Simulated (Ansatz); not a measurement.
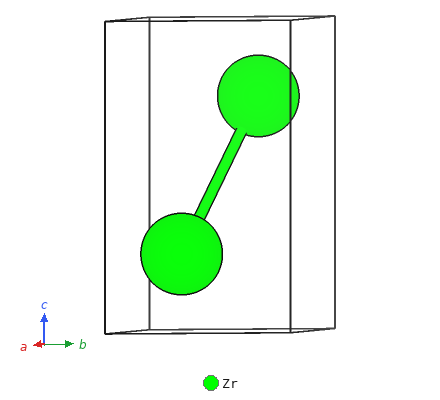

Zr (P6_3/mmc, No. 194): the end point of a relaxation with Ansatz, DFT LDA, scalar-relativistic, plane waves, PAW.

```cif
data_structure
_symmetry_space_group_name_H-M 'P 1'
_symmetry_Int_Tables_number 1
_cell_length_a 3.1471
_cell_length_b 3.1471
_cell_length_c 5.0789
_cell_angle_alpha 90.000
_cell_angle_beta 90.000
_cell_angle_gamma 120.000
_cell_volume 43.56
loop_
_atom_site_label
_atom_site_type_symbol
_atom_site_fract_x
_atom_site_fract_y
_atom_site_fract_z
_atom_site_occupancy
Zr1 Zr 0.33333 0.66667 0.75000 1
Zr2 Zr 0.66667 0.33333 0.25000 1
```

**What will an integrated-DPC-like image along [001] show? Simulated as the projected potential of neutral atoms (B = 0.3 Å²) blurred by a 0.85 Å probe, the thin-sample limit of integrated differential phase contrast.**

The columns repeat on a hexagonal net with a repeat of 3.15 Å (plane group p6mm). All columns are alike (Zr). The shortest distance between visible columns is 1.82 Å in projection. Along the beam the structure repeats every 5.08 Å.

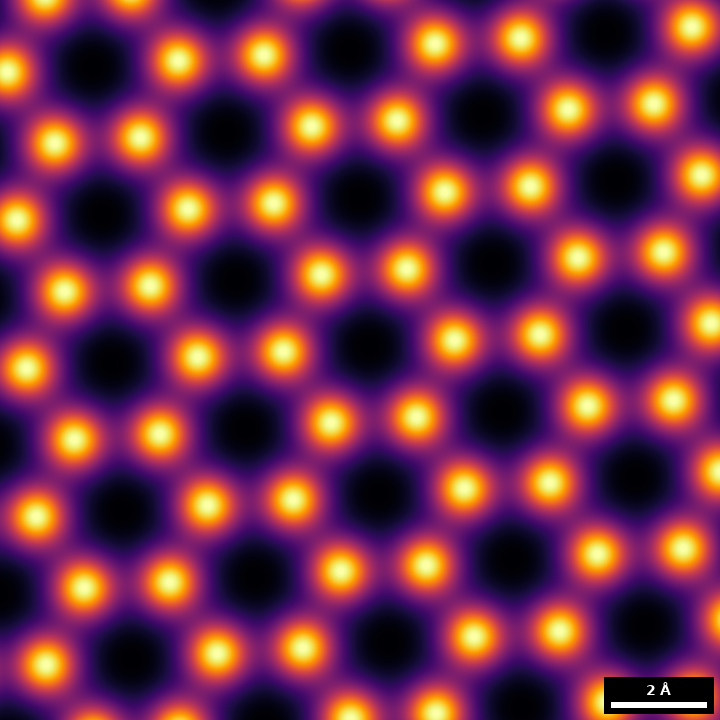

The simulated image.
